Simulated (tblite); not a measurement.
**Run report: CH₁₁BNSi₃, geometry relaxation (part 3 of 3)**

Continued. System: CH₁₁BNSi₃, multiplicity 2. Method: GFN2-xTB geometry optimisation, gas phase (tblite 0.8.0). It belongs to a series of runs on one base structure; here: H removed from Si.

Geometry of the input (Å):
```
Si -3.1660  -0.1311  1.1615
B  -1.8727  -1.1591  0.1580
C  -1.1102  -0.5358  -1.0799
Si 0.7089  -0.4040  -0.7341
N  0.9686  0.6529  0.6976
Si 2.7310  0.7706  0.9542
H  -2.5262  1.0865  1.6826
H  -4.2678  0.2597  0.2688
H  -1.6031  -2.2651  0.5193
H  -1.5173  0.4824  -1.2905
H  -1.2830  -1.1787  -1.9730
H  1.2364  -1.7573  -0.4405
H  1.3862  0.1496  -1.8927
H  0.6451  1.6065  0.4137
H  2.9938  1.6777  2.0935
H  3.2791  -0.5593  1.2732
H  3.3902  1.3165  -0.2417
```

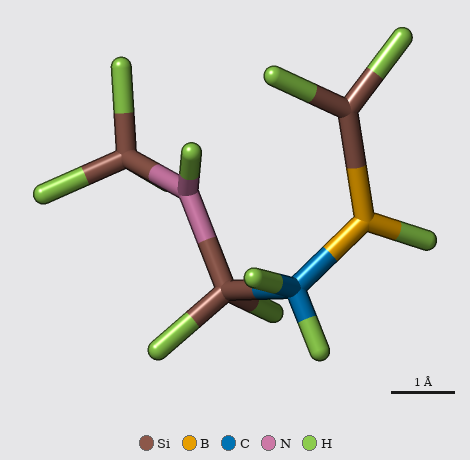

*The geometry at step 122 of the log (stick view, seen at a tilt).*

### Trajectory as extended XYZ, continued
```
17
Properties=species:S:1:pos:R:3:forces:R:3 step=96 energy=-464.82715
Si   -2.7733    0.2460    1.1178    0.0280   0.0110   0.0220
B    -1.8680   -1.0919    0.1485   -0.0050   0.0040   0.0090
C    -1.1063   -0.7841   -1.2038    0.0020   0.0150   0.0050
Si    0.7712   -0.5517   -0.9725    0.0130   0.0080  -0.0330
N     1.0736    0.5470    0.3349   -0.0160   0.0160  -0.0190
Si    2.6299    0.9527    0.9698   -0.0190  -0.0020   0.0010
H    -3.5345    0.1307    2.3743    0.0220  -0.0130  -0.0220
H    -2.9150    1.6782    0.7942    0.0160  -0.0020  -0.0190
H    -1.8532   -2.2068    0.5341    0.0150  -0.0200   0.0130
H    -1.4736    0.1069   -1.7173   -0.0270   0.0080   0.0100
H    -1.2009   -1.6092   -1.9114   -0.0180   0.0160  -0.0170
H     1.4757   -1.7912   -0.6378   -0.0230  -0.0160   0.0200
H     1.3276   -0.0107   -2.2272    0.0230  -0.0250  -0.0240
H     0.3466    1.2204    0.5147   -0.0250  -0.0210  -0.0020
H     2.3626    1.8887    2.0612    0.0120   0.0090   0.0290
H     3.2377   -0.2947    1.4299    0.0130   0.0270   0.0000
H     3.4929    1.5819   -0.0395   -0.0110  -0.0150   0.0250
17
Properties=species:S:1:pos:R:3:forces:R:3 step=101 energy=-464.83242
Si   -2.7329    0.2591    1.1362    0.0150  -0.0040  -0.0290
B    -1.8589   -1.0810    0.1384    0.0320  -0.0590   0.0280
C    -1.1002   -0.7774   -1.2202   -0.0140  -0.0110  -0.0080
Si    0.7818   -0.5608   -0.9909   -0.0250  -0.0260   0.0210
N     1.0553    0.5569    0.3065   -0.0220   0.0170   0.0040
Si    2.5958    0.9629    0.9771   -0.0220   0.0090   0.0080
H    -3.4793    0.1225    2.3991    0.0240  -0.0020  -0.0150
H    -2.8921    1.6947    0.8285    0.0320  -0.0280  -0.0090
H    -1.8551   -2.2011    0.5265    0.0210   0.0900  -0.0470
H    -1.4656    0.1162   -1.7313   -0.0110   0.0160   0.0260
H    -1.2073   -1.5990   -1.9312   -0.0090   0.0170   0.0140
H     1.4665   -1.7999   -0.6105   -0.0320  -0.0190   0.0060
H     1.3833   -0.0692   -2.2462   -0.0250  -0.0010   0.0100
H     0.3020    1.1950    0.5065    0.0080  -0.0140  -0.0080
H     2.3347    1.8854    2.0846   -0.0150  -0.0160  -0.0330
H     3.2124   -0.2813    1.4323    0.0130   0.0040   0.0130
H     3.4525    1.5890   -0.0356    0.0310   0.0280   0.0180
17
Properties=species:S:1:pos:R:3:forces:R:3 step=106 energy=-464.83697
Si   -2.6408    0.2571    1.1557   -0.0220   0.0170  -0.0430
B    -1.8748   -1.1078    0.1083   -0.0070   0.0840  -0.0590
C    -1.1074   -0.7927   -1.2402   -0.0060   0.0090  -0.0190
Si    0.7677   -0.5738   -0.9736   -0.0180   0.0150  -0.0020
N     1.0199    0.5612    0.3141    0.0230   0.0070   0.0000
Si    2.5584    0.9823    0.9799    0.0320   0.0040   0.0130
H    -3.3712    0.1389    2.4269    0.0060   0.0130   0.0210
H    -2.7371    1.6999    0.8537    0.0370  -0.0240   0.0200
H    -1.9619   -2.2342    0.4336    0.0440  -0.1020   0.0520
H    -1.4707    0.1071   -1.7425    0.0220   0.0110   0.0250
H    -1.2015   -1.6045   -1.9623   -0.0240   0.0000  -0.0080
H     1.4408   -1.8051   -0.5525   -0.0220  -0.0290  -0.0080
H     1.3871   -0.0989   -2.2277   -0.0140  -0.0150   0.0280
H     0.2710    1.2113    0.4901   -0.0040  -0.0170  -0.0160
H     2.3000    1.8951    2.0924   -0.0490   0.0190   0.0030
H     3.1977   -0.2505    1.4354   -0.0090  -0.0110  -0.0040
H     3.4157    1.6267   -0.0213    0.0120   0.0190  -0.0020
17
Properties=species:S:1:pos:R:3:forces:R:3 step=112 energy=-464.84441
Si   -2.5519    0.2623    1.1581   -0.0040  -0.0860   0.0680
B    -1.8912   -1.1180    0.0603   -0.0170  -0.0030   0.0650
C    -1.1176   -0.7993   -1.2786    0.0100   0.0190   0.0090
Si    0.7523   -0.6053   -0.9623    0.0320  -0.0230  -0.0120
N     0.9857    0.5720    0.2908   -0.0090  -0.0350   0.0000
Si    2.5044    1.0139    0.9922   -0.0150  -0.0060  -0.0510
H    -3.2217    0.1366    2.4637   -0.0060   0.0340  -0.0170
H    -2.5282    1.7179    0.9316    0.0000   0.0350  -0.0110
H    -2.0085   -2.2505    0.3722    0.0130   0.0060   0.0030
H    -1.4586    0.1197   -1.7584    0.0130   0.0070  -0.0460
H    -1.2195   -1.5985   -2.0121    0.0030   0.0250  -0.0490
H     1.3797   -1.8459   -0.4981   -0.0130  -0.0180   0.0140
H     1.4271   -0.1773   -2.2008   -0.0090   0.0020  -0.0210
H     0.2109    1.1980    0.4461    0.0840   0.0000   0.0290
H     2.2075    1.9059    2.1109   -0.0520   0.0330   0.0120
H     3.1647   -0.2096    1.4486   -0.0290   0.0140  -0.0260
H     3.3581    1.6902    0.0057   -0.0020  -0.0050   0.0340
17
Properties=species:S:1:pos:R:3:forces:R:3 step=117 energy=-464.84976
Si   -2.5247    0.2531    1.1729    0.0180   0.0230   0.0020
B    -1.8770   -1.1187    0.0577   -0.0030   0.0200   0.0010
C    -1.1205   -0.7863   -1.2912   -0.0130  -0.0040   0.0060
Si    0.7524   -0.6239   -0.9696   -0.0100  -0.0140   0.0010
N     0.9856    0.5668    0.2700    0.0100  -0.0220  -0.0010
Si    2.4857    1.0276    0.9928   -0.0010  -0.0060   0.0210
H    -3.1778    0.1528    2.4861   -0.0200   0.0080   0.0170
H    -2.4939    1.7102    0.9304   -0.0070  -0.0170   0.0030
H    -1.9786   -2.2521    0.3697    0.0110  -0.0090  -0.0190
H    -1.4469    0.1446   -1.7607   -0.0040  -0.0080   0.0190
H    -1.2400   -1.5702   -2.0401    0.0190   0.0200   0.0050
H     1.3454   -1.8691   -0.4714    0.0040  -0.0090  -0.0210
H     1.4365   -0.2210   -2.2114    0.0080  -0.0060   0.0050
H     0.2043    1.1739    0.4536   -0.0160   0.0200  -0.0240
H     2.1449    1.9140    2.1098    0.0000  -0.0240  -0.0490
H     3.1393   -0.2007    1.4416    0.0140   0.0100   0.0180
H     3.3584    1.7109    0.0299   -0.0090   0.0190   0.0160
17
Properties=species:S:1:pos:R:3:forces:R:3 step=122 energy=-464.85131
Si   -2.5099    0.2544    1.1819    0.0080  -0.0210   0.0140
B    -1.8755   -1.1150    0.0557    0.0050  -0.0120  -0.0040
C    -1.1244   -0.7816   -1.2946    0.0190   0.0170   0.0020
Si    0.7487   -0.6377   -0.9705    0.0140   0.0200  -0.0100
N     0.9813    0.5581    0.2634   -0.0080   0.0040   0.0200
Si    2.4749    1.0278    0.9930    0.0010  -0.0070  -0.0120
H    -3.1624    0.1561    2.4974   -0.0040   0.0110  -0.0110
H    -2.4639    1.7090    0.9399   -0.0140   0.0190   0.0050
H    -1.9678   -2.2508    0.3599   -0.0150  -0.0150   0.0050
H    -1.4451    0.1530   -1.7584   -0.0050   0.0200   0.0040
H    -1.2409   -1.5584   -2.0498   -0.0270  -0.0160  -0.0010
H     1.3306   -1.8876   -0.4729    0.0070  -0.0130  -0.0060
H     1.4450   -0.2407   -2.2074    0.0010  -0.0110  -0.0040
H     0.2015    1.1721    0.4365    0.0120  -0.0140  -0.0340
H     2.1155    1.9129    2.0991   -0.0180   0.0230   0.0340
H     3.1379   -0.1903    1.4509    0.0170  -0.0130   0.0110
H     3.3475    1.7307    0.0460    0.0070   0.0070  -0.0150
17
Properties=species:S:1:pos:R:3:forces:R:3 step=127 energy=-464.85232
Si   -2.5137    0.2532    1.1853   -0.0140   0.0180  -0.0020
B    -1.8643   -1.1142    0.0647    0.0050  -0.0040   0.0140
C    -1.1218   -0.7743   -1.2896   -0.0010  -0.0060  -0.0010
Si    0.7544   -0.6380   -0.9779    0.0030  -0.0170   0.0030
N     0.9869    0.5515    0.2627    0.0040  -0.0150  -0.0080
Si    2.4792    1.0239    0.9942   -0.0050   0.0100   0.0030
H    -3.1892    0.1606    2.4891    0.0030  -0.0060   0.0040
H    -2.4916    1.7098    0.9373    0.0020  -0.0180  -0.0010
H    -1.9440   -2.2508    0.3733   -0.0110   0.0060  -0.0060
H    -1.4477    0.1634   -1.7449    0.0120  -0.0050   0.0020
H    -1.2497   -1.5499   -2.0453   -0.0110   0.0130   0.0020
H     1.3337   -1.8936   -0.4877    0.0000   0.0080  -0.0050
H     1.4495   -0.2456   -2.2164   -0.0010   0.0040  -0.0060
H     0.2059    1.1667    0.4251    0.0190   0.0060  -0.0110
H     2.1098    1.9126    2.0971    0.0000  -0.0030   0.0100
H     3.1445   -0.1936    1.4563   -0.0020   0.0210  -0.0030
H     3.3512    1.7303    0.0467   -0.0040  -0.0110   0.0060
17
Properties=species:S:1:pos:R:3:forces:R:3 step=132 energy=-464.85316
Si   -2.5005    0.2530    1.1925   -0.0030  -0.0080  -0.0020
B    -1.8661   -1.1140    0.0627   -0.0040  -0.0010  -0.0050
C    -1.1220   -0.7745   -1.2917    0.0020   0.0020   0.0040
Si    0.7555   -0.6516   -0.9786    0.0020   0.0060  -0.0060
N     0.9831    0.5373    0.2647    0.0090   0.0050  -0.0090
Si    2.4679    1.0303    0.9983   -0.0020  -0.0040   0.0070
H    -3.1696    0.1609    2.4998    0.0030  -0.0040  -0.0020
H    -2.4630    1.7087    0.9486   -0.0020   0.0060   0.0010
H    -1.9614   -2.2521    0.3591   -0.0100  -0.0020   0.0070
H    -1.4388    0.1684   -1.7424    0.0050   0.0070   0.0060
H    -1.2617   -1.5435   -2.0516    0.0060  -0.0020   0.0020
H     1.3307   -1.9079   -0.4888    0.0040   0.0020   0.0050
H     1.4570   -0.2555   -2.2133   -0.0110  -0.0080  -0.0040
H     0.2126    1.1737    0.3927   -0.0020  -0.0020  -0.0060
H     2.0873    1.9142    2.1019   -0.0010  -0.0030  -0.0040
H     3.1455   -0.1777    1.4632    0.0010  -0.0030   0.0030
H     3.3365    1.7422    0.0528    0.0020   0.0060   0.0020
17
Properties=species:S:1:pos:R:3:forces:R:3 step=137 energy=-464.85346
Si   -2.4966    0.2529    1.1937   -0.0080   0.0130   0.0060
B    -1.8673   -1.1137    0.0607   -0.0110   0.0020   0.0100
C    -1.1208   -0.7739   -1.2922    0.0020  -0.0030   0.0040
Si    0.7573   -0.6544   -0.9827    0.0030  -0.0190   0.0170
N     0.9873    0.5378    0.2565   -0.0080   0.0080  -0.0050
Si    2.4657    1.0318    1.0016    0.0140   0.0050  -0.0210
H    -3.1611    0.1571    2.5035    0.0040  -0.0040  -0.0060
H    -2.4614    1.7106    0.9554    0.0010  -0.0120   0.0010
H    -1.9723   -2.2511    0.3586    0.0030   0.0060  -0.0110
H    -1.4329    0.1726   -1.7394   -0.0070  -0.0100   0.0010
H    -1.2626   -1.5414   -2.0535    0.0020   0.0110  -0.0010
H     1.3295   -1.9086   -0.4847    0.0080  -0.0030  -0.0010
H     1.4548   -0.2679   -2.2215    0.0030   0.0010  -0.0140
H     0.2139    1.1710    0.3824    0.0020   0.0090   0.0020
H     2.0778    1.9136    2.1034   -0.0060   0.0020   0.0070
H     3.1467   -0.1734    1.4680   -0.0010  -0.0060   0.0020
H     3.3353    1.7492    0.0600    0.0000   0.0000   0.0100
17
Properties=species:S:1:pos:R:3:forces:R:3 step=142 energy=-464.85369
Si   -2.4949    0.2529    1.1955    0.0030  -0.0050  -0.0010
B    -1.8721   -1.1144    0.0598    0.0030   0.0000  -0.0040
C    -1.1196   -0.7744   -1.2899   -0.0060   0.0010  -0.0010
Si    0.7591   -0.6596   -0.9817   -0.0040   0.0020  -0.0030
N     0.9886    0.5379    0.2524    0.0040   0.0030  -0.0030
Si    2.4645    1.0339    1.0013   -0.0020   0.0020   0.0060
H    -3.1541    0.1566    2.5071   -0.0050  -0.0020   0.0030
H    -2.4521    1.7098    0.9595    0.0000   0.0020   0.0000
H    -1.9839   -2.2524    0.3515   -0.0010  -0.0030  -0.0010
H    -1.4300    0.1738   -1.7345    0.0020   0.0030  -0.0010
H    -1.2621   -1.5372   -2.0556   -0.0050  -0.0040   0.0050
H     1.3338   -1.9118   -0.4813    0.0030   0.0010  -0.0010
H     1.4503   -0.2754   -2.2263    0.0020  -0.0070   0.0060
H     0.2166    1.1739    0.3727   -0.0010   0.0060  -0.0010
H     2.0681    1.9128    2.1035    0.0030  -0.0030  -0.0010
H     3.1458   -0.1706    1.4706   -0.0030   0.0010  -0.0040
H     3.3350    1.7563    0.0653    0.0070   0.0010   0.0020
```

### Key numbers

| quantity | value |
| --- | --- |
| outcome | converged |
| total energy | −464.8537 eV |
| hardware | 1 CPU thread, shared host |
| wall time | 1.3 s |
| peak memory | 0.17 GiB |
